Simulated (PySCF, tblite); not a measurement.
# C₇H₁₄O₂Si: geometry, infrared bands and NMR shifts

What infrared bands and NMR shifts should C₇H₁₄O₂Si (`C[C@H]1C[C@](C)(C(=O)[SiH2]O)C1`) show?

The runs use tblite 0.8.0 and PySCF 2.14.0, with density-fitted response routines of our own; the level of theory stands in each step. All values are computed, except where a source is named. Atoms are numbered from 0 throughout.

## 1. Starting geometry

24 atoms, charge 0, multiplicity 1; geometry from: force field or distance geometry start.

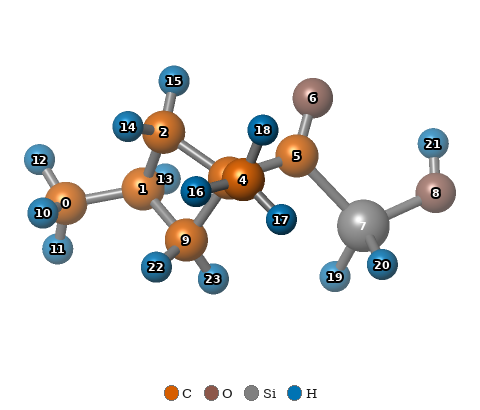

As it starts; carbon orange, oxygen brown, silicon grey, hydrogen blue, atoms numbered; sticks join atoms by distance.

## 2. Relaxing the molecule with GFN2-xTB

The job: settings as JSON, then the geometry in Å.

```
{"job": {"kind": "relax", "xc": "GFN2-xTB", "basis": "xTB"}, "charge": 0, "multiplicity": 1}
C      3.048000    -0.044300    -0.796800
C      1.576000    -0.356800    -0.550300
C      1.173500    -0.562800     0.937900
C     -0.191400     0.165900     0.584100
C     -0.596800     1.138400     1.702800
C     -1.380900    -0.832700     0.237900
O     -1.562000    -1.965100     0.667900
Si    -2.730700    -0.220400    -0.962300
O     -4.010000    -1.295000    -1.066400
C      0.589900     0.827100    -0.582500
H      3.384400     0.785700    -0.172500
H      3.190700     0.233500    -1.841500
H      3.662100    -0.911000    -0.572600
H      1.254700    -1.195600    -1.179300
H      1.792000    -0.016200     1.657800
H      1.089500    -1.601400     1.268600
H      0.239600     1.789900     1.992900
H     -1.412700     1.784900     1.363300
H     -0.931900     0.606000     2.595000
H     -2.175000    -0.042100    -2.324800
H     -3.266700     1.099900    -0.527100
H     -3.870800    -2.110700    -0.564500
H      1.051500     1.803800    -0.320200
H      0.065100     0.939000    -1.540000
```

Launch:

```
OMP_NUM_THREADS=1 python probes_run.py task.json out
```

The driver reads the jobs from task.json and runs them one after another.

Output:

```text
step      E/eV     max force
  0    -870.75130    1.678
  1    -870.93356    1.079
  2    -871.04675    1.213
  3    -871.10097    0.977
  4    -871.14745    0.602
  5    -871.17051    0.370
  6    -871.18263    0.258
  7    -871.19079    0.242
  8    -871.19814    0.215
  9    -871.20315    0.164
 10    -871.20754    0.191
 11    -871.21205    0.201
 12    -871.21748    0.235
 13    -871.22279    0.169
 14    -871.22700    0.129
 15    -871.23040    0.143
 16    -871.23350    0.170
 17    -871.23632    0.130
 18    -871.23882    0.112
 19    -871.24088    0.117
 20    -871.24254    0.084
 21    -871.24384    0.073
 22    -871.24485    0.062
 23    -871.24576    0.064
 24    -871.24663    0.069
 25    -871.24744    0.066
 26    -871.24817    0.060
 27    -871.24891    0.056
 28    -871.24973    0.062
 29    -871.25064    0.082
 30    -871.25151    0.085
 31    -871.25226    0.060
 32    -871.25289    0.064
 33    -871.25343    0.057
 34    -871.25390    0.067
 35    -871.25429    0.053
 36    -871.25461    0.040
 37    -871.25490    0.040
 38    -871.25525    0.045
 39    -871.25569    0.060
 40    -871.25624    0.056
 41    -871.25680    0.044
 42    -871.25729    0.051
 43    -871.25772    0.051
 44    -871.25814    0.056
 45    -871.25859    0.056
 46    -871.25905    0.055
 47    -871.25949    0.046
 48    -871.25991    0.047
 49    -871.26032    0.053
 50    -871.26071    0.056
 51    -871.26107    0.043
 52    -871.26139    0.040
 53    -871.26171    0.055
 54    -871.26208    0.054
 55    -871.26254    0.060
 56    -871.26308    0.056
 57    -871.26360    0.045
 58    -871.26403    0.044
 59    -871.26437    0.038
 60    -871.26476    0.047
 61    -871.26524    0.046
 62    -871.26576    0.048
 63    -871.26624    0.045
 64    -871.26667    0.050
 65    -871.26707    0.048
 66    -871.26743    0.041
 67    -871.26771    0.038
 68    -871.26795    0.043
 69    -871.26823    0.045
 70    -871.26857    0.053
 71    -871.26895    0.046
 72    -871.26934    0.047
 73    -871.26975    0.058
 74    -871.27017    0.049
 75    -871.27054    0.045
 76    -871.27080    0.030
 77    -871.27102    0.031
 78    -871.27129    0.038
 79    -871.27166    0.053
 80    -871.27207    0.055
 81    -871.27241    0.050
 82    -871.27272    0.046
 83    -871.27308    0.050
 84    -871.27366    0.064
 85    -871.27416    0.064
 86    -871.27453    0.049
 87    -871.27479    0.030
 88    -871.27503    0.040
 89    -871.27525    0.041
 90    -871.27547    0.029
 91    -871.27562    0.026
 92    -871.27574    0.022
 93    -871.27584    0.021
 94    -871.27592    0.019
 95    -871.27599    0.018
 96    -871.27606    0.024
 97    -871.27613    0.022
 98    -871.27621    0.014
 99    -871.27627    0.013
100    -871.27631    0.014
101    -871.27635    0.015
102    -871.27640    0.013
103    -871.27646    0.015
104    -871.27651    0.014
105    -871.27656    0.013
106    -871.27659    0.010
107    -871.27661    0.010
108    -871.27664    0.011
109    -871.27666    0.011
110    -871.27668    0.009
```

Run time: 1.1 s. Hardware: 1 thread of Arm Neoverse V1, shared host.

Step by step: (not every step is listed)

```
step  energy from step 0 (eV)  largest force (eV/Å)
   0                   0.0000                1.6777
   1                  -0.1823                1.0789
   2                  -0.2954                1.2129
   3                  -0.3497                0.9768
   4                  -0.3962                0.6019
   5                  -0.4192                0.3702
   6                  -0.4313                0.2575
   7                  -0.4395                0.2422
   8                  -0.4468                0.2148
  17                  -0.4850                0.1302
  26                  -0.4969                0.0595
  35                  -0.5030                0.0535
  44                  -0.5068                0.0562
  53                  -0.5104                0.0548
  62                  -0.5145                0.0476
  71                  -0.5177                0.0462
  80                  -0.5208                0.0548
  89                  -0.5240                0.0408
  98                  -0.5249                0.0139
 105                  -0.5253                0.0125
 106                  -0.5253                0.0101
 107                  -0.5253                0.0103
 108                  -0.5253                0.0114
 109                  -0.5254                0.0108
 110                  -0.5254                0.0094
```

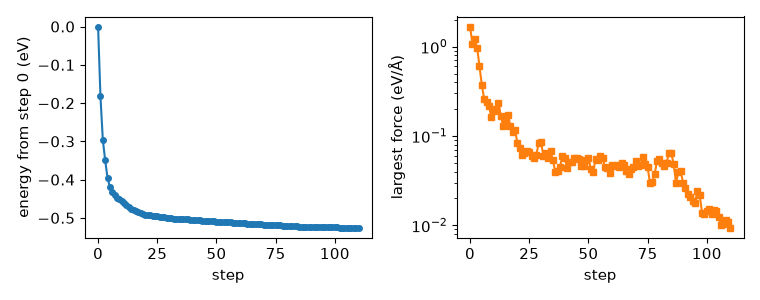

Energy and force, step by step.

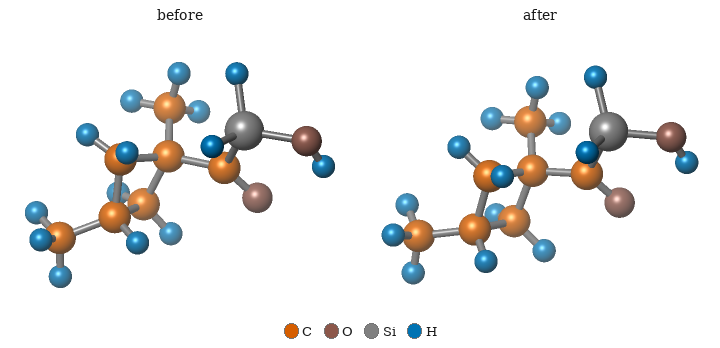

The geometry before (left) and after (right).

Close pairs (by a distance rule), those that changed most:

```
   bond  before (Å)  after (Å)  change (Å)
  C3–C5       1.591      1.509      -0.082
 Si7–O8       1.674      1.618      -0.056
  C2–C3       1.587      1.541      -0.046
Si7–H20       1.490      1.458      -0.032
 C9–H22       1.112      1.089      -0.023
Si7–H19       1.482      1.461      -0.021
 C5–Si7       1.907      1.928      +0.020
  C1–C2       1.555      1.540      -0.016
```

The next job starts from the end point, and lists it.

## 3. Vibrational analysis with GFN2-xTB

The job: settings as JSON, then the geometry in Å.

```
{"job": {"kind": "ir", "xc": "GFN2-xTB", "basis": "xTB"}, "charge": 0, "multiplicity": 1}
C      3.090167     0.238487    -0.508038
C      1.709048    -0.386660    -0.579604
C      1.096371    -0.824649     0.763297
C     -0.146325     0.039299     0.471338
C     -0.494599     1.077854     1.532660
C     -1.399933    -0.753627     0.193107
O     -1.576853    -1.859584     0.667400
Si    -2.828776    -0.060732    -0.899507
O     -4.071217    -1.056049    -0.612168
C      0.538408     0.592855    -0.792403
H      3.113352     1.030560     0.237322
H      3.365812     0.664084    -1.470847
H      3.831997    -0.509687    -0.236893
H      1.709914    -1.192613    -1.315997
H      1.664097    -0.493256     1.630585
H      0.883844    -1.887455     0.862490
H      0.390520     1.656195     1.789327
H     -1.260395     1.756755     1.163886
H     -0.861554     0.589133     2.433524
H     -2.459076    -0.136365    -2.311066
H     -3.211217     1.284675    -0.489604
H     -3.903479    -1.852597    -0.106967
H      0.828321     1.637750    -0.697433
H     -0.020160     0.465392    -1.716853
```

Output:

```text
mode    cm-1     km/mol
  1     -15.3      0.35
  2      25.7      0.26
  3      49.9      0.51
  4     118.1      1.03
  5     170.2      5.85
  6     178.1      8.65
  7     195.8      0.32
  8     207.5      0.09
  9     239.2      0.35
 10     295.2    125.31
 11     307.6      9.34
 12     339.1      5.15
 13     379.0     27.88
 14     415.6      9.97
 15     437.9     11.41
 16     446.8     34.66
 17     557.1      5.55
 18     602.7     24.42
 19     642.9     23.42
 20     703.3     63.58
 21     716.6     30.44
 22     783.4    169.39
 23     838.2    419.50
 24     855.1     69.15
 25     867.3     34.29
 26     917.6     12.53
 27     923.0    167.45
 28     938.1      6.50
 29     963.1      0.30
 30     964.2      3.90
 31     995.7      4.86
 32    1005.5      5.87
 33    1053.8      4.36
 34    1110.8      4.20
 35    1139.0      2.33
 36    1185.9      2.93
 37    1197.6      1.06
 38    1201.5      1.51
 39    1235.9      0.31
 40    1253.0      1.75
 41    1257.8      2.83
 42    1276.4      3.64
 43    1333.5      8.97
 44    1397.0      3.14
 45    1410.2      2.56
 46    1466.2      2.58
 47    1476.7      0.86
 48    1490.6      2.36
 49    1494.3      1.71
 50    1499.7      2.73
 51    1502.5      2.10
 52    1698.3    217.25
 53    2267.0    344.27
 54    2307.8    170.07
 55    2962.1     25.75
 56    3002.8     11.36
 57    3006.7     32.82
 58    3015.3     14.28
 59    3017.5     35.85
 60    3023.0     32.14
 61    3027.1      4.24
 62    3028.9     81.31
 63    3030.8     49.59
 64    3034.0     37.44
 65    3035.8     36.44
 66    3590.1     44.63
```

It took 1.3 s on 1 thread of Arm Neoverse V1, shared host.

The strongest bands and the atoms that carry them (share of the mass-weighted mode):

```
cm⁻¹  km/mol                         atoms
 295   125.3                      H21 78 %
 783   169.4            H20 48 %, H19 48 %
 838   419.5             H21 56 %, O8 12 %
 923   167.4             O8 51 %, Si7 34 %
1698   217.2              C5 59 %, O6 40 %
2267   344.3                      H19 87 %
2308   170.1            H20 87 %, H19 10 %
3029    81.3  H11 44 %, H18 23 %, H16 12 %
```

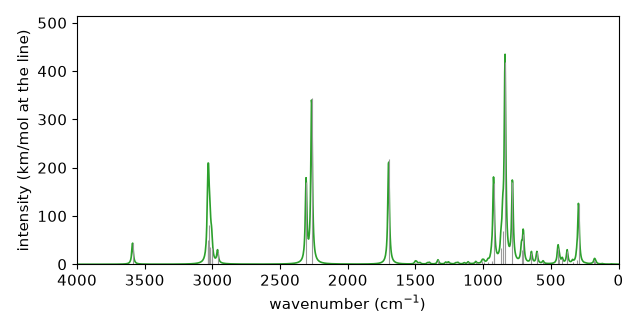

The infrared spectrum from these modes, unscaled. Lines are broadened to a width of 14 cm⁻¹ (Lorentzian).

## 4. Nuclear shieldings: PBE0/pcSseg-1

Same as in step 3 but for these lines:

```diff
@@ -1,2 +1,2 @@
-{"job": {"kind": "ir", "xc": "GFN2-xTB", "basis": "xTB"}, "charge": 0, "multiplicity": 1}
+{"job": {"kind": "nmr", "xc": "PBE0", "basis": "pcSseg-1"}, "charge": 0, "multiplicity": 1}
 C      3.090167     0.238487    -0.508038
```

With the program's defaults for keys left out, this is: GIAO PBE0/pcSseg-1 NMR shielding, non-relativistic, gas phase.

Output:

```text
coarse grid: 20080 points
cycle   1  E = -714.1548870982  dE =  1.343e+00  |g| = 1.039e+00  |ddm| = 4.433e+00
cycle   2  E = -713.6076080231  dE =  5.473e-01  |g| = 1.975e+00  |ddm| = 2.849e+00
cycle   3  E = -714.3479179881  dE = -7.403e-01  |g| = 2.941e-01  |ddm| = 2.252e+00
cycle   4  E = -714.3646149937  dE = -1.670e-02  |g| = 1.059e-01  |ddm| = 3.394e-01
cycle   5  E = -714.3665182741  dE = -1.903e-03  |g| = 2.887e-02  |ddm| = 1.056e-01
cycle   6  E = -714.3666877902  dE = -1.695e-04  |g| = 6.845e-03  |ddm| = 2.859e-02
cycle   7  E = -714.3666974714  dE = -9.681e-06  |g| = 1.808e-03  |ddm| = 8.403e-03
final grid: 188008 points
cycle   8  E = -714.4477038404  dE = -3.226e-05  |g| = 1.565e-02  |ddm| = 4.155e-02
cycle   9  E = -714.4475877423  dE =  1.161e-04  |g| = 2.888e-02  |ddm| = 4.062e-02
cycle  10  E = -714.4477529148  dE = -1.652e-04  |g| = 4.000e-03  |ddm| = 2.784e-02
cycle  11  E = -714.4477561462  dE = -3.231e-06  |g| = 3.728e-04  |ddm| = 3.285e-03
cycle  12  E = -714.4477561685  dE = -2.226e-08  |g| = 1.758e-04  |ddm| = 5.091e-04
cycle  13  E = -714.4477561744  dE = -5.896e-09  |g| = 3.464e-05  |ddm| = 1.505e-04
cycle  14  E = -714.4477561746  dE = -2.178e-10  |g| = 1.272e-05  |ddm| = 5.182e-05
converged SCF energy = -714.4477561746

GIAO shielding tensors (ppm)
atom      isotropic    diamagn.    paramagn.     s11        s22        s33       span
  0 C      160.749     245.738     -84.989    146.038    151.156    185.053     39.015
  1 C      162.996     252.947     -89.951    152.751    166.983    169.253     16.502
  2 C      149.864     250.803    -100.939    128.888    145.679    175.025     46.137
  3 C      137.870     254.994    -117.124    114.992    141.884    156.735     41.743
  4 C      158.751     246.400     -87.649    143.031    150.625    182.597     39.566
  5 C      -68.852     251.618    -320.470   -173.179   -124.340     90.964    264.142
  6 O     -440.534     402.122    -842.657  -1231.701   -471.929    382.027   1613.728
  7 Si     406.288     879.377    -473.090    341.877    378.869    498.117    156.240
  8 O      342.618     384.175     -41.558    308.207    342.675    376.971     68.764
  9 C      150.037     251.127    -101.090    129.640    148.677    171.794     42.154
 10 H       30.846      30.598       0.248     27.114     30.420     35.003      7.889
 11 H       30.488      28.624       1.863     26.176     27.728     37.559     11.383
 12 H       30.434      28.267       2.167     26.023     27.620     37.659     11.636
 13 H       29.845      33.452      -3.607     25.634     29.187     34.713      9.079
 14 H       30.517      34.167      -3.650     27.543     29.485     34.522      6.979
 15 H       28.658      33.657      -4.999     25.209     27.151     33.613      8.404
 16 H       30.427      31.824      -1.397     26.604     29.544     35.133      8.528
 17 H       30.250      31.815      -1.566     25.862     28.859     36.028     10.166
 18 H       30.876      31.091      -0.215     26.760     28.410     37.459     10.698
 19 H       26.444      30.194      -3.750     21.917     26.841     30.575      8.658
 20 H       26.490      30.015      -3.524     22.429     26.826     30.215      7.786
 21 H       29.476      32.075      -2.599     19.089     25.861     43.477     24.388
 22 H       30.331      34.505      -4.173     27.266     29.960     33.768      6.502
 23 H       29.242      34.433      -5.191     25.625     28.019     34.081      8.456
```

Wall time 73 s (1 thread of Arm Neoverse V1, shared host); peak memory 1.2 GiB.

Shifts follow as δ = σ(reference) − σ, with reference shieldings (ppm) from runs at the same level and on the same kind of geometry: ¹H TMS 31.72, ¹³C TMS 186.9, ²⁹Si TMS 349.2, ¹⁷O H2O 336.1. The references are single molecules in the gas phase, so shifts against H2O, NH3, PH3, H3PO4 or CFCl3 are not on the usual liquid scales and can be off by tens of ppm. Atoms listed in one row are averaged.

```
        atoms                            environment  σ (ppm)  δ (ppm)  δ scaled to CDCl3
           C5                        carbonyl carbon    -68.9    255.8              247.7
           C3  quaternary sp3 carbon α to a carbonyl    137.9     49.1               46.0
       C2, C9                      sp3 CH2 in a ring    150.0     37.0               34.2
           C4                          methyl carbon    158.8     28.2               25.6
           C0                          methyl carbon    160.7     26.2               23.6
           C1                       sp3 CH in a ring    163.0     23.9               21.4
     H19, H20   hydrogen on a silicon bonded to C, O    26.47     5.25                  –
     H15, H23       hydrogen on an sp3 CH2 in a ring    28.95     2.77               2.71
          H21     hydrogen on an oxygen bonded to Si    29.48     2.24                  –
          H13        hydrogen on an sp3 CH in a ring    29.84     1.87               1.87
     H14, H22       hydrogen on an sp3 CH2 in a ring    30.42     1.29               1.32
H16, H17, H18            hydrogen on a methyl carbon    30.52     1.20               1.24
H10, H11, H12            hydrogen on a methyl carbon    30.59     1.13               1.17
           O6                        carbonyl oxygen   -440.5    776.6                  –
           O8                 oxygen bonded to Si, H    342.6     -6.5                  –
          Si7            silicon bonded to C, O, 2 H    406.3    -57.1                  –
```

The scaled column applies a straight-line fit of computed shieldings to shifts measured in CDCl3 (root-mean-square error 0.16 ppm for H, 1.9 ppm for C).

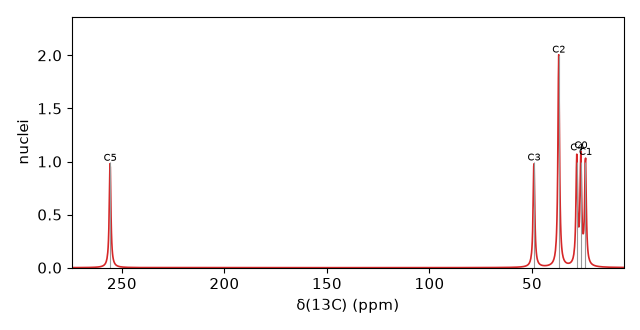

¹³C lines at the computed shifts, without couplings. Lines are broadened to a width of 0.93 ppm (Lorentzian).

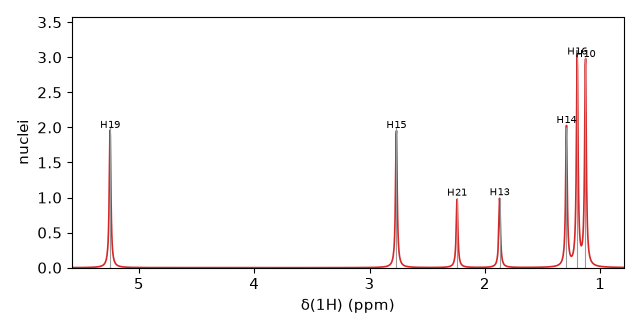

¹H lines at the computed shifts, without couplings. Lines are broadened to a width of 0.02 ppm (Lorentzian).

Charges from the same density, by scheme (e):

```
 atoms  Mulliken    IAO  Hirshfeld  ESP fit
    C0     -0.19  -0.42      -0.12    -0.65
    C1     -0.38  -0.10      -0.02     0.58
C2, C9      0.02  -0.28      -0.08    -0.55
    C3     -0.65  -0.01       0.01     0.50
    C4     -0.12  -0.41      -0.11    -0.60
    C5      0.10   0.12       0.08     0.19
    O6     -0.36  -0.40      -0.21    -0.42
   Si7      0.83   0.96       0.39     0.66
    O8     -0.55  -0.80      -0.31    -0.66
```

Mulliken charges:

C0 -0.19; C1 -0.38; C2 0.04; C3 -0.65; C4 -0.12; C5 0.10; O6 -0.36; Si7 0.83; O8 -0.55; C9 0.00; H10 0.10; H11 0.12; H12 0.12; H13 0.12; H14 0.10; H15 0.13; H16 0.12; H17 0.12; H18 0.13; H19 -0.12; H20 -0.12; H21 0.25; H22 0.10; H23 0.12

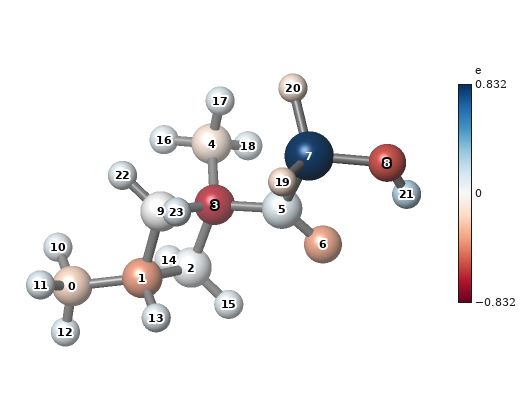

Mulliken charges, as colours on the atoms.

Mayer bond orders: C0–C1 1.04, C1–C2 1.00, C2–C3 0.98, C3–C4 1.02, C3–C5 0.85, C5–O6 1.95, C5–Si7 0.82, Si7–O8 1.07, C3–C9 0.97, C9–C1 0.99.

Ring of atoms C1, C2, C3, C9: NICS(0) -2.9, NICS(1) -1.2, NICS(1)zz 3.9 ppm (means of both faces).

The fields below are evaluated on a grid from the run's orbitals.

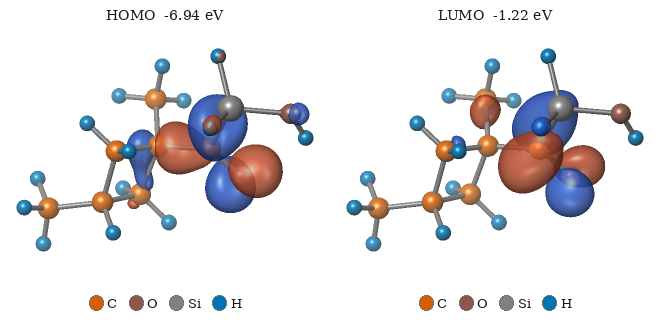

Frontier orbitals at PBE0/pcSseg-1; each surface holds 70 % of the orbital's density, blue and red mark the sign.

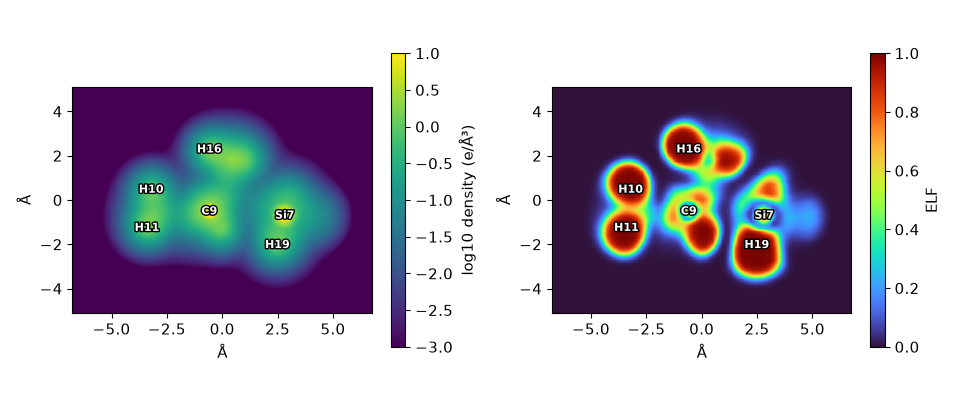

Density (left) and ELF (right) in a plane through or near 6 of the atoms.

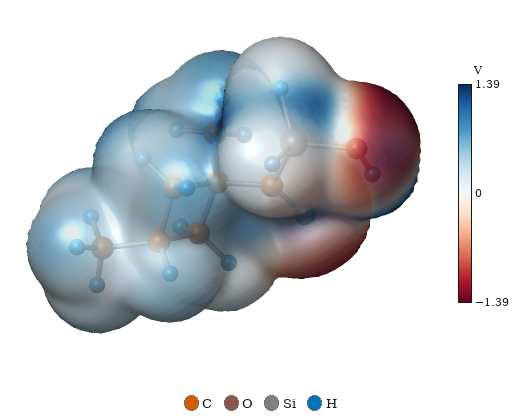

The potential that a unit positive charge feels on the 0.002 e/bohr³ surface, from -1.39 V near O8 to 1.37 V near H21.

## 5. Results

| quantity | value |
| --- | --- |
| strongest single infrared mode (GFN2-xTB) | 838 cm⁻¹, 420 km/mol |
| zero-point energy (GFN2-xTB) | 121.7 kcal/mol |
| ¹³C shifts against TMS (PBE0/pcSseg-1, means over atoms taken as alike) | 255.8, 49.1, 37.0, 28.2, 26.2, 23.9 ppm |
| ¹H shifts against TMS (PBE0/pcSseg-1, means over atoms taken as alike) | 5.25, 2.77, 2.24, 1.87, 1.29, 1.20, 1.13 ppm |
| ¹⁷O shifts against H2O (PBE0/pcSseg-1) | 776.6, -6.5 ppm |
| ²⁹Si shifts against TMS (PBE0/pcSseg-1) | -57.1 ppm |
| surface potential, least and greatest | -1.39 V and 1.37 V |

In words: Relaxing lowered the energy by 0.525 eV in 110 steps; the close pair that moved most is C3–C5, from 1.591 to 1.509 Å. The lowest mode is slightly imaginary (15i cm⁻¹), a soft motion within the noise of the Hessian, so the minimum is not strictly shown. The strongest single mode, at 838 cm⁻¹, moves mainly H21. Unscaled tight-binding wavenumbers are off by several per cent, some by more. Its intensities can rank the bands wrongly. At PBE0/pcSseg-1: The largest span, 1614 ppm, is at O6, where the paramagnetic term is -843 ppm. At PBE0/pcSseg-1, counted by nearest atom on the grid, the HOMO lies on O6 44 %; C5 16 %, the LUMO on C5 45 %; O6 30 %.
